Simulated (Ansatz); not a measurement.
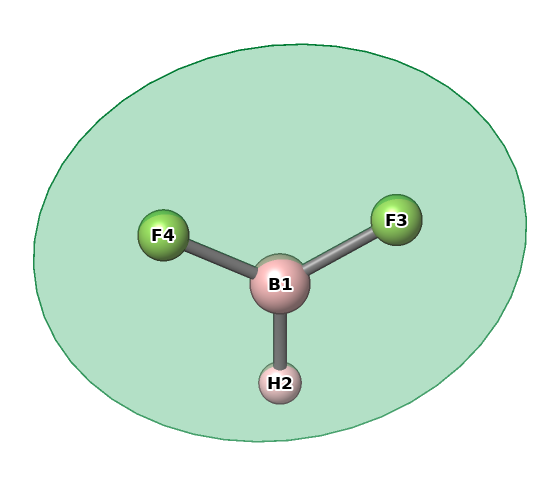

A disc through the centre of mass is drawn in. Distant atoms are faded towards the background colour. The computed structure is the end point of a PBE0-D4/def2-TZVP optimisation.

Question: Is the plane of the disc a mirror plane of the structure?

Answer: Yes. The reflection leaves B1, H2, F3, F4 in place. The point group is C2v.
